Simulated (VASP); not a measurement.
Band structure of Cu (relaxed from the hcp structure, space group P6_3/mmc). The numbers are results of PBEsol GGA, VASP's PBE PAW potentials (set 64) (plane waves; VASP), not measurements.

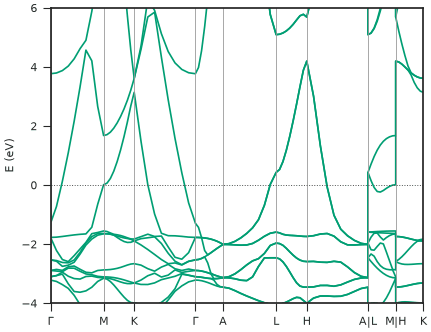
*Bands along high-symmetry lines, zero at the valence-band maximum or, without a gap, the Fermi level*

Question: Read the plot: is there a gap, and where are the band edges?

Answer: It has no gap at this level: it comes out as a metal or semimetal. (Edges off the drawn lines would not show.)

The structure was generated: Cu was put into the hcp type (P6_3/mmc), which need not be its known phase. It was relaxed first.
